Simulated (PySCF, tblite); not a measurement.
**C4H9FOS: a rotation path, then NMR shifts on frames**

How do NMR shifts of C4H9FOS (`CC(C)[S@@](=O)CF`) change as the atoms move?

The runs use tblite 0.8.0 and PySCF 2.14.0, with density-fitted response routines of our own; the level of theory stands in each step. All values are computed, except where a source is named. Atoms count from 0, in the outputs and in this text.

## (1) The molecule as given

16 atoms, charge 0, multiplicity 1; geometry from: GFN2-xTB.

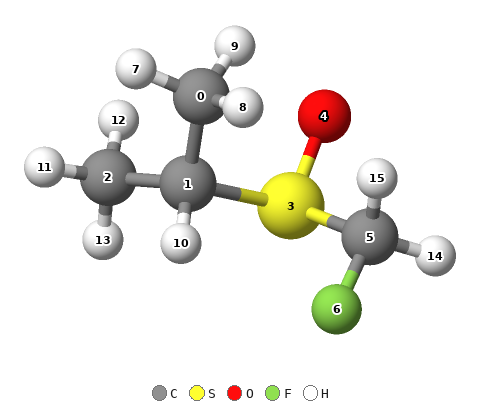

As it starts; carbon grey, sulfur yellow, oxygen red, fluorine green, hydrogen white, atoms numbered.

## (2) A band between two rotamers with GFN2-xTB

Job settings and geometry (Å):

```
{"job": {"kind": "neb", "xc": "GFN2-xTB", "basis": "xTB", "atoms": [6, 5, 3, 1], "turn": 120}, "charge": 0, "multiplicity": 1}
C     -0.787138     1.143053    -0.403298
C     -0.548935    -0.174381     0.303449
C     -1.635750    -1.196484     0.012599
S      1.038701    -0.949741    -0.322076
O      1.133058    -0.604913    -1.739627
C      2.206007     0.276783     0.494442
F      2.028129     0.284567     1.843785
H     -1.837472     1.420924    -0.351668
H     -0.203254     1.949184     0.034865
H     -0.510652     1.036264    -1.452937
H     -0.413624    -0.054906     1.378586
H     -2.599081    -0.847898     0.379846
H     -1.713231    -1.359097    -1.060421
H     -1.407503    -2.146370     0.491395
H      3.227526    -0.043587     0.279825
H      2.015621     1.275547     0.099823
```

With the program's defaults for keys left out, this is: GFN2-xTB climbing-image nudged elastic band, gas phase.

Run with:

```sh
$ OMP_NUM_THREADS=1 python probes_run.py task.json out
```

The driver reads the jobs from task.json and runs them one after another.

Output:

```text
image   E - E0 / eV
  0       0.0000
  1       0.0072
  2       0.0201
  3       0.0356
  4       0.0502
  5       0.0617
  6       0.0693
  7       0.0735
  8       0.0690
```

Run time: 2.5 s. Hardware: 1 thread of Arm Neoverse V1, shared host; peak memory 0.18 GiB.

The final band, with the dihedral F6–C5–S3–C1:

| image | dihedral (°) | energy (eV) | energy (kcal/mol) |
| --- | --- | --- | --- |
| 0 | 59 | 0.000 | 0.0 |
| 1 | 69 | 0.007 | 0.2 |
| 2 | 79 | 0.020 | 0.5 |
| 3 | 89 | 0.036 | 0.8 |
| 4 | 100 | 0.050 | 1.2 |
| 5 | 110 | 0.062 | 1.4 |
| 6 | 120 | 0.069 | 1.6 |
| 7 | 130 | 0.074 | 1.7 |
| 8 | 141 | 0.069 | 1.6 |

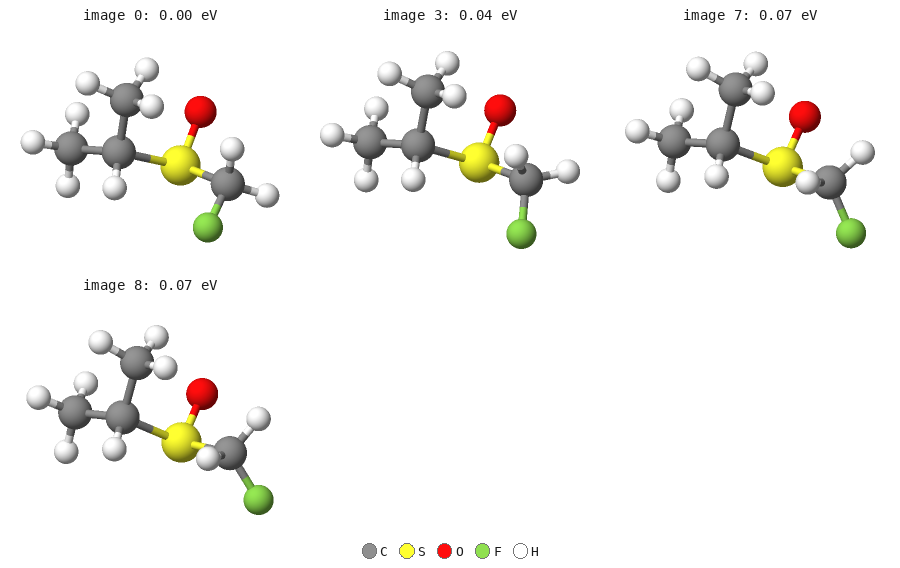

Images along the band.

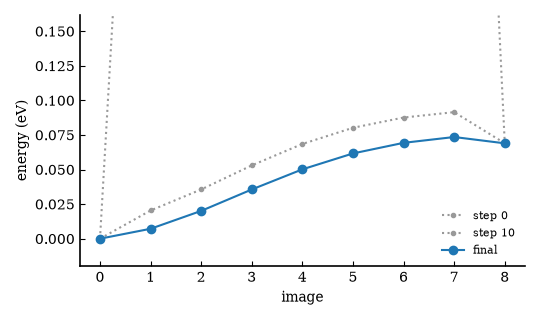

Energy along the band, early and final.

## (3) NMR shieldings: image 0, PBE0/pcSseg-1

Job settings and geometry (Å):

```
{"job": {"kind": "nmr", "xc": "PBE0", "basis": "pcSseg-1", "pop": false}, "charge": 0, "multiplicity": 1}
C     -0.787100     1.143100    -0.403300
C     -0.548900    -0.174400     0.303400
C     -1.635800    -1.196500     0.012600
S      1.038700    -0.949700    -0.322100
O      1.133100    -0.604900    -1.739600
C      2.206000     0.276800     0.494400
F      2.028100     0.284600     1.843800
H     -1.837500     1.420900    -0.351700
H     -0.203300     1.949200     0.034900
H     -0.510700     1.036300    -1.452900
H     -0.413600    -0.054900     1.378600
H     -2.599100    -0.847900     0.379800
H     -1.713200    -1.359100    -1.060400
H     -1.407500    -2.146400     0.491400
H      3.227500    -0.043600     0.279800
H      2.015600     1.275500     0.099800
```

Level: GIAO PBE0/pcSseg-1 NMR shielding, non-relativistic, gas phase.

Output:

```text
coarse grid: 13720 points
cycle   1  E = -730.2399475994  dE =  9.773e-01  |g| = 9.760e-01  |ddm| = 3.553e+00
cycle   2  E = -729.4238231133  dE =  8.161e-01  |g| = 2.208e+00  |ddm| = 3.372e+00
cycle   3  E = -730.4034173361  dE = -9.796e-01  |g| = 2.916e-01  |ddm| = 2.896e+00
cycle   4  E = -730.4186313373  dE = -1.521e-02  |g| = 1.324e-01  |ddm| = 3.772e-01
cycle   5  E = -730.4217243785  dE = -3.093e-03  |g| = 2.632e-02  |ddm| = 1.173e-01
cycle   6  E = -730.4218709343  dE = -1.466e-04  |g| = 7.478e-03  |ddm| = 2.490e-02
cycle   7  E = -730.4218830213  dE = -1.209e-05  |g| = 1.483e-03  |ddm| = 6.908e-03
cycle   8  E = -730.4218835523  dE = -5.310e-07  |g| = 4.347e-04  |ddm| = 2.566e-03
final grid: 127744 points
cycle   9  E = -730.4830360300  dE = -3.087e-05  |g| = 1.139e-02  |ddm| = 2.936e-02
cycle  10  E = -730.4829887210  dE =  4.731e-05  |g| = 1.873e-02  |ddm| = 2.660e-02
cycle  11  E = -730.4830635610  dE = -7.484e-05  |g| = 3.061e-03  |ddm| = 1.935e-02
cycle  12  E = -730.4830653772  dE = -1.816e-06  |g| = 2.845e-04  |ddm| = 2.579e-03
cycle  13  E = -730.4830653909  dE = -1.373e-08  |g| = 1.379e-04  |ddm| = 3.618e-04
cycle  14  E = -730.4830653944  dE = -3.437e-09  |g| = 2.544e-05  |ddm| = 1.090e-04
cycle  15  E = -730.4830653945  dE = -1.373e-10  |g| = 6.248e-06  |ddm| = 3.584e-05
converged SCF energy = -730.4830653945

GIAO shielding tensors (ppm)
atom      isotropic    diamagn.    paramagn.     s11        s22        s33       span
  0 C      178.962     249.098     -70.136    160.393    177.717    198.778     38.385
  1 C      135.363     254.317    -118.954    112.603    128.841    164.645     52.041
  2 C      167.231     247.235     -80.004    143.581    168.933    189.178     45.597
  3 S      171.152    1053.719    -882.567     18.879    128.021    366.556    347.677
  4 O      321.195     397.917     -76.722    104.494    347.631    511.462    406.968
  5 C       88.822     248.000    -159.178     54.515     72.258    139.692     85.176
  6 F      414.349     473.758     -59.409    362.924    397.264    482.860    119.936
  7 H       30.960      30.638       0.322     25.758     29.281     37.842     12.083
  8 H       30.708      31.380      -0.672     25.004     28.582     38.539     13.535
  9 H       29.560      30.919      -1.358     24.868     29.593     34.221      9.353
 10 H       29.085      33.533      -4.447     25.228     28.529     33.499      8.271
 11 H       30.372      29.395       0.977     25.564     28.202     37.351     11.787
 12 H       30.324      30.044       0.279     26.345     29.070     35.556      9.211
 13 H       30.399      29.660       0.739     25.540     27.898     37.759     12.219
 14 H       26.330      28.182      -1.852     23.014     26.735     29.241      6.226
 15 H       26.865      30.328      -3.463     24.891     27.314     28.391      3.500
```

It took 21 s on 1 thread of Arm Neoverse V1, shared host; peak memory 0.77 GiB.

Shifts follow as δ = σ(reference) − σ, with reference shieldings (ppm) from runs at the same level and on the same kind of geometry: 1H TMS 31.72, 13C TMS 186.9, 19F CFCl3 170.9, 17O H2O 336.1, 33S CS2 504. The references are single molecules in the gas phase, so shifts against H2O, NH3, PH3, H3PO4 or CFCl3 are not on the usual liquid scales and can be off by tens of ppm. Each atom is listed at this fixed geometry, with no averaging over motion; a spectrum would average atoms that exchange fast.

| atoms | environment | σ (ppm) | δ (ppm) |
| --- | --- | --- | --- |
| C5 | sp3 CH2 bonded to F and S | 88.8 | 98.1 |
| C1 | sp3 CH bonded to S | 135.4 | 51.6 |
| C2 | methyl carbon | 167.2 | 19.7 |
| C0 | methyl carbon | 179.0 | 8.0 |
| H14 | hydrogen on an sp3 CH2 bonded to F and S | 26.33 | 5.39 |
| H15 | hydrogen on an sp3 CH2 bonded to F and S | 26.87 | 4.85 |
| H10 | hydrogen on an sp3 CH bonded to S | 29.09 | 2.63 |
| H9 | hydrogen on a methyl carbon | 29.56 | 2.16 |
| H12 | hydrogen on a methyl carbon | 30.32 | 1.39 |
| H11 | hydrogen on a methyl carbon | 30.37 | 1.34 |
| H13 | hydrogen on a methyl carbon | 30.40 | 1.32 |
| H8 | hydrogen on a methyl carbon | 30.71 | 1.01 |
| H7 | hydrogen on a methyl carbon | 30.96 | 0.76 |
| S3 | sulfoxide sulfur | 171 | 333 |
| O4 | S=O oxygen | 321.2 | 14.9 |
| F6 | fluorine on an sp3 carbon | 414.3 | -243.4 |

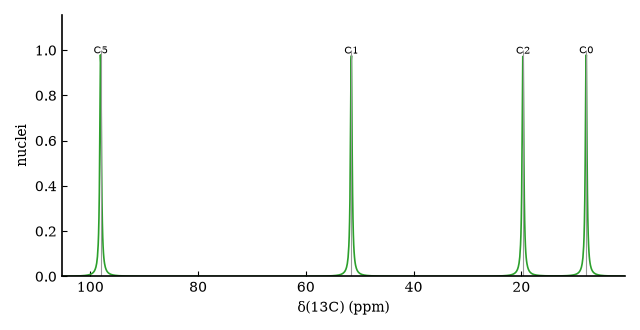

13C lines at the computed shifts, without couplings. Lines are broadened to a width of 0.36 ppm (Lorentzian).

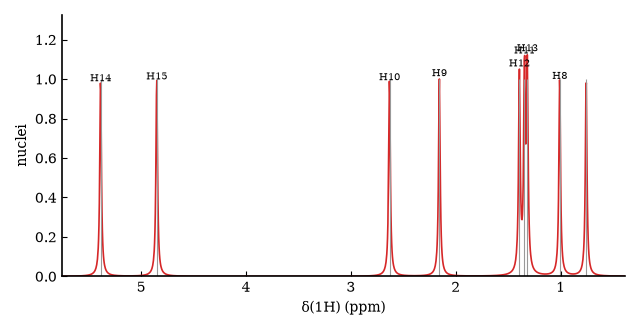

1H lines at the computed shifts, without couplings. Lines are broadened to a width of 0.02 ppm (Lorentzian).

## (4) Shielding tensors: image 3, PBE0/pcSseg-1

Job settings and geometry (Å):

```
{"job": {"kind": "nmr", "xc": "PBE0", "basis": "pcSseg-1", "pop": false}, "charge": 0, "multiplicity": 1}
C     -0.768100     1.129600    -0.491800
C     -0.565700    -0.148000     0.295600
C     -1.656300    -1.169900     0.022400
S      1.036100    -0.965900    -0.241000
O      1.166900    -0.689400    -1.670000
C      2.186000     0.288500     0.558700
F      2.459700    -0.094000     1.836200
H     -1.810100     1.438200    -0.461500
H     -0.164000     1.951100    -0.112400
H     -0.490300     0.947600    -1.530700
H     -0.460500     0.025800     1.367300
H     -2.620000    -0.804500     0.369800
H     -1.723000    -1.360300    -1.046000
H     -1.440500    -2.108700     0.527400
H      3.110700     0.290000    -0.020900
H      1.731400     1.278800     0.585500
```

With the program's defaults for keys left out, this is: GIAO PBE0/pcSseg-1 NMR shielding, non-relativistic, gas phase.

Output:

```text
coarse grid: 13720 points
cycle   1  E = -730.2349633335  dE =  9.818e-01  |g| = 9.818e-01  |ddm| = 3.549e+00
cycle   2  E = -729.3877028252  dE =  8.473e-01  |g| = 2.243e+00  |ddm| = 3.561e+00
cycle   3  E = -730.4001857544  dE = -1.012e+00  |g| = 2.943e-01  |ddm| = 3.074e+00
cycle   4  E = -730.4156909872  dE = -1.551e-02  |g| = 1.338e-01  |ddm| = 3.839e-01
cycle   5  E = -730.4188565104  dE = -3.166e-03  |g| = 2.648e-02  |ddm| = 1.184e-01
cycle   6  E = -730.4190050549  dE = -1.485e-04  |g| = 7.672e-03  |ddm| = 2.554e-02
cycle   7  E = -730.4190179330  dE = -1.288e-05  |g| = 1.501e-03  |ddm| = 7.195e-03
cycle   8  E = -730.4190184733  dE = -5.403e-07  |g| = 4.462e-04  |ddm| = 2.635e-03
final grid: 127744 points
cycle   9  E = -730.4809334832  dE = -3.673e-05  |g| = 1.156e-02  |ddm| = 2.985e-02
cycle  10  E = -730.4808859705  dE =  4.751e-05  |g| = 1.890e-02  |ddm| = 2.729e-02
cycle  11  E = -730.4809616004  dE = -7.563e-05  |g| = 3.072e-03  |ddm| = 1.973e-02
cycle  12  E = -730.4809634319  dE = -1.831e-06  |g| = 3.184e-04  |ddm| = 2.739e-03
cycle  13  E = -730.4809634486  dE = -1.678e-08  |g| = 1.486e-04  |ddm| = 4.132e-04
cycle  14  E = -730.4809634526  dE = -3.994e-09  |g| = 2.753e-05  |ddm| = 1.175e-04
cycle  15  E = -730.4809634528  dE = -1.694e-10  |g| = 6.367e-06  |ddm| = 3.785e-05
converged SCF energy = -730.4809634528

GIAO shielding tensors (ppm)
atom      isotropic    diamagn.    paramagn.     s11        s22        s33       span
  0 C      179.133     249.201     -70.068    160.736    176.924    199.739     39.002
  1 C      131.302     254.105    -122.803    111.085    120.373    162.448     51.363
  2 C      166.787     247.194     -80.407    144.412    167.182    188.769     44.357
  3 S      158.287    1053.643    -895.355    -28.876    124.169    379.569    408.445
  4 O      316.320     398.329     -82.009     92.358    326.758    529.844    437.486
  5 C       85.285     248.944    -163.659     47.274     74.213    134.368     87.094
  6 F      417.190     470.702     -53.511    380.532    386.620    484.419    103.887
  7 H       30.905      30.572       0.333     25.704     29.296     37.716     12.012
  8 H       30.724      31.298      -0.574     24.853     28.727     38.591     13.738
  9 H       29.588      30.955      -1.366     24.930     29.549     34.287      9.356
 10 H       29.290      33.692      -4.402     26.006     28.371     33.494      7.488
 11 H       30.347      29.345       1.003     25.563     28.162     37.318     11.755
 12 H       30.316      30.032       0.285     26.453     28.995     35.500      9.047
 13 H       30.309      29.643       0.666     25.446     27.930     37.552     12.106
 14 H       26.736      28.678      -1.942     23.259     28.210     28.738      5.479
 15 H       26.227      31.007      -4.781     22.626     26.372     29.682      7.057
```

It took 20 s on 1 thread of Arm Neoverse V1, shared host; peak memory 0.79 GiB.

Key values: δ C5 101.6, C1 55.6, C2 20.1, C0 7.8, H15 5.49, H14 4.98 ppm.

## (5) Shielding tensors: image 7, PBE0/pcSseg-1

Job settings and geometry (Å):

```
{"job": {"kind": "nmr", "xc": "PBE0", "basis": "pcSseg-1", "pop": false}, "charge": 0, "multiplicity": 1}
C     -0.728600     1.109700    -0.587600
C     -0.590100    -0.120100     0.284200
C     -1.689500    -1.135900     0.026800
S      1.021800    -0.991500    -0.132900
O      1.198400    -0.812500    -1.571300
C      2.153700     0.303700     0.645700
F      3.040000    -0.328400     1.464800
H     -1.764700     1.438400    -0.628300
H     -0.117600     1.936000    -0.230100
H     -0.409000     0.855900    -1.599100
H     -0.536900     0.118000     1.347300
H     -2.658000    -0.727300     0.305900
H     -1.713200    -1.395300    -1.028300
H     -1.518100    -2.042400     0.603000
H      2.705500     0.781800    -0.165400
H      1.598800     1.019000     1.253900
```

Level: GIAO PBE0/pcSseg-1 NMR shielding, non-relativistic, gas phase.

Output:

```text
coarse grid: 13720 points
cycle   1  E = -730.2269974489  dE =  9.821e-01  |g| = 9.950e-01  |ddm| = 3.545e+00
cycle   2  E = -729.2724645436  dE =  9.545e-01  |g| = 2.354e+00  |ddm| = 3.799e+00
cycle   3  E = -730.3978332915  dE = -1.125e+00  |g| = 2.955e-01  |ddm| = 3.285e+00
cycle   4  E = -730.4132894132  dE = -1.546e-02  |g| = 1.411e-01  |ddm| = 3.971e-01
cycle   5  E = -730.4168677360  dE = -3.578e-03  |g| = 2.650e-02  |ddm| = 1.240e-01
cycle   6  E = -730.4170159559  dE = -1.482e-04  |g| = 8.141e-03  |ddm| = 2.624e-02
cycle   7  E = -730.4170305216  dE = -1.457e-05  |g| = 1.616e-03  |ddm| = 7.731e-03
cycle   8  E = -730.4170311422  dE = -6.206e-07  |g| = 4.761e-04  |ddm| = 2.779e-03
final grid: 127744 points
cycle   9  E = -730.4782490377  dE = -3.584e-05  |g| = 1.165e-02  |ddm| = 3.084e-02
cycle  10  E = -730.4781977880  dE =  5.125e-05  |g| = 1.939e-02  |ddm| = 2.816e-02
cycle  11  E = -730.4782777196  dE = -7.993e-05  |g| = 3.112e-03  |ddm| = 2.064e-02
cycle  12  E = -730.4782796066  dE = -1.887e-06  |g| = 3.143e-04  |ddm| = 2.806e-03
cycle  13  E = -730.4782796246  dE = -1.799e-08  |g| = 1.562e-04  |ddm| = 4.706e-04
cycle  14  E = -730.4782796292  dE = -4.527e-09  |g| = 2.886e-05  |ddm| = 1.271e-04
cycle  15  E = -730.4782796293  dE = -1.792e-10  |g| = 7.275e-06  |ddm| = 4.190e-05
converged SCF energy = -730.4782796293

GIAO shielding tensors (ppm)
atom      isotropic    diamagn.    paramagn.     s11        s22        s33       span
  0 C      177.460     249.339     -71.879    156.619    175.841    199.918     43.300
  1 C      127.343     254.371    -127.028    109.785    111.250    160.995     51.209
  2 C      166.160     247.190     -81.030    143.951    166.236    188.292     44.341
  3 S      148.227    1053.663    -905.436    -36.418    133.203    347.896    384.314
  4 O      308.142     398.470     -90.328     77.780    319.462    527.184    449.404
  5 C       68.944     250.392    -181.448     31.155     66.455    109.221     78.066
  6 F      407.886     467.462     -59.576    350.423    388.137    485.096    134.674
  7 H       30.908      30.675       0.234     25.733     29.308     37.684     11.950
  8 H       31.004      31.558      -0.554     25.521     28.837     38.653     13.131
  9 H       29.369      31.103      -1.734     24.819     29.527     33.760      8.941
 10 H       29.403      33.996      -4.593     26.122     28.680     33.406      7.283
 11 H       30.461      29.388       1.073     25.745     28.263     37.374     11.629
 12 H       30.401      30.056       0.344     26.620     29.181     35.401      8.781
 13 H       30.298      29.638       0.660     25.502     27.929     37.461     11.959
 14 H       26.600      29.683      -3.083     22.711     27.179     29.911      7.200
 15 H       25.878      31.110      -5.232     21.300     25.407     30.925      9.625
```

Wall time 20 s (1 thread of Arm Neoverse V1, shared host); peak memory 0.79 GiB.

Key values: δ C5 118.0, C1 59.6, C2 20.8, C0 9.5, H15 5.84, H14 5.12 ppm.

## (6) NMR shieldings: image 8, PBE0/pcSseg-1

Job settings and geometry (Å):

```
{"job": {"kind": "nmr", "xc": "PBE0", "basis": "pcSseg-1", "pop": false}, "charge": 0, "multiplicity": 1}
C     -0.697300     1.112900    -0.556300
C     -0.604700    -0.124400     0.310900
C     -1.694100    -1.134400    -0.010700
S      1.006300    -1.017300    -0.042100
O      1.164100    -0.959000    -1.491700
C      2.138000     0.335800     0.628500
F      3.163000    -0.268000     1.292600
H     -1.719000     1.486200    -0.583400
H     -0.049300     1.909800    -0.198400
H     -0.400400     0.851500    -1.571700
H     -0.598800     0.108000     1.376600
H     -2.680700    -0.706700     0.156200
H     -1.617500    -1.431700    -1.054400
H     -1.590700    -2.021600     0.610200
H      2.550000     0.886200    -0.219000
H      1.623600     0.981600     1.341300
```

Method: GIAO PBE0/pcSseg-1 NMR shielding, non-relativistic, gas phase.

Output:

```text
coarse grid: 13720 points
cycle   1  E = -730.2258185758  dE =  9.869e-01  |g| = 9.982e-01  |ddm| = 3.545e+00
cycle   2  E = -729.2585297082  dE =  9.673e-01  |g| = 2.368e+00  |ddm| = 3.824e+00
cycle   3  E = -730.3987846506  dE = -1.140e+00  |g| = 2.900e-01  |ddm| = 3.303e+00
cycle   4  E = -730.4135449989  dE = -1.476e-02  |g| = 1.414e-01  |ddm| = 3.906e-01
cycle   5  E = -730.4171504776  dE = -3.605e-03  |g| = 2.598e-02  |ddm| = 1.232e-01
cycle   6  E = -730.4172922566  dE = -1.418e-04  |g| = 8.153e-03  |ddm| = 2.598e-02
cycle   7  E = -730.4173068219  dE = -1.457e-05  |g| = 1.624e-03  |ddm| = 7.748e-03
cycle   8  E = -730.4173074480  dE = -6.261e-07  |g| = 4.711e-04  |ddm| = 2.750e-03
final grid: 127744 points
cycle   9  E = -730.4788039452  dE = -3.776e-05  |g| = 1.152e-02  |ddm| = 3.026e-02
cycle  10  E = -730.4787544652  dE =  4.948e-05  |g| = 1.910e-02  |ddm| = 2.760e-02
cycle  11  E = -730.4788320186  dE = -7.755e-05  |g| = 3.078e-03  |ddm| = 2.022e-02
cycle  12  E = -730.4788338612  dE = -1.843e-06  |g| = 3.196e-04  |ddm| = 2.792e-03
cycle  13  E = -730.4788338800  dE = -1.877e-08  |g| = 1.561e-04  |ddm| = 4.727e-04
cycle  14  E = -730.4788338845  dE = -4.522e-09  |g| = 2.993e-05  |ddm| = 1.289e-04
cycle  15  E = -730.4788338847  dE = -1.962e-10  |g| = 7.258e-06  |ddm| = 4.144e-05
converged SCF energy = -730.4788338847

GIAO shielding tensors (ppm)
atom      isotropic    diamagn.    paramagn.     s11        s22        s33       span
  0 C      176.335     249.603     -73.267    155.219    174.980    198.807     43.588
  1 C      128.416     254.403    -125.987    111.287    113.393    160.568     49.280
  2 C      166.795     247.401     -80.606    144.579    166.847    188.960     44.381
  3 S      146.805    1053.709    -906.904    -28.455    129.071    339.799    368.254
  4 O      312.429     398.395     -85.965     84.037    331.370    521.881    437.844
  5 C       68.841     250.605    -181.764     34.084     65.037    107.403     73.319
  6 F      408.995     467.160     -58.165    354.207    391.588    481.190    126.983
  7 H       30.865      30.734       0.131     25.756     29.185     37.654     11.899
  8 H       31.008      31.831      -0.823     25.517     29.164     38.343     12.827
  9 H       29.449      31.249      -1.801     25.108     29.469     33.769      8.660
 10 H       29.426      33.885      -4.459     26.161     28.594     33.523      7.362
 11 H       30.549      29.424       1.126     25.831     28.413     37.405     11.574
 12 H       30.289      30.080       0.209     26.373     29.452     35.042      8.669
 13 H       30.351      29.608       0.743     25.609     27.780     37.664     12.055
 14 H       26.502      29.908      -3.406     22.299     26.986     30.220      7.921
 15 H       25.929      31.053      -5.124     21.281     25.657     30.849      9.568
```

Run time: 20 s. Hardware: 1 thread of Arm Neoverse V1, shared host; peak memory 0.79 GiB.

This run: δ C5 118.1, C1 58.5, C2 20.1, C0 10.6, H15 5.79, H14 5.22 ppm.

## (7) Run by run: NMR shifts

Shifts (ppm) of some atoms, chosen among heavy atoms and hydrogens apart, with basis size and wall time:

| frame | C5 | C1 | H14 | H15 | S3 | O4 | F6 | functions | time |
| --- | --- | --- | --- | --- | --- | --- | --- | --- | --- |
| image 0 | 98.1 | 51.6 | 5.39 | 4.85 | 333 | 14.9 | -243.4 | 171 | 21 s |
| image 3 | 101.6 | 55.6 | 4.98 | 5.49 | 345 | 19.8 | -246.2 | 171 | 20 s |
| image 7 | 118.0 | 59.6 | 5.12 | 5.84 | 356 | 27.9 | -236.9 | 171 | 20 s |
| image 8 | 118.1 | 58.5 | 5.22 | 5.79 | 357 | 23.6 | -238.0 | 171 | 20 s |

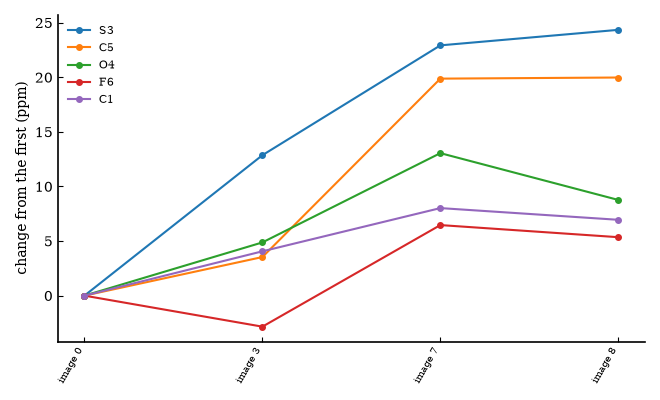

How five of the tabulated atoms move from run to run.

## (8) Outcome

| quantity | value |
| --- | --- |
| barrier | 0.074 eV (1.7 kcal/mol) at image 7 |
| end to end (GFN2-xTB) | 0.069 eV |
| 13C shifts against TMS (PBE0/pcSseg-1, image 0) | 98.1, 51.6, 19.7, 8.0 ppm |
| 1H shifts against TMS (PBE0/pcSseg-1, image 0) | 5.39, 4.85, 2.63, 2.16, 1.39, 1.34, 1.32, 1.01, 0.76 ppm |
| 33S shifts against CS2 (PBE0/pcSseg-1, image 0) | 333 ppm |
| 17O shifts against H2O (PBE0/pcSseg-1, image 0) | 14.9 ppm |
| 19F shifts against CFCl3 (PBE0/pcSseg-1, image 0) | -243.4 ppm |
| range of the shift of S3 | 333 to 357 ppm |

What this shows: Along the band the dihedral turns by 82°, and the top (dihedral 130°) lies 1.7 kcal/mol above the start (GFN2-xTB, rough), so at room temperature this motion is fast. The top was not checked by a frequency run. Shifts at one fixed geometry are not the observed spectrum, which averages over the motion. In the first frame run (image 0): The largest span, 407 ppm, is at O4, where the paramagnetic term is -77 ppm. Across the 4 runs the shift of S3 moves most, between 333 (image 0) and 357 ppm (image 8).
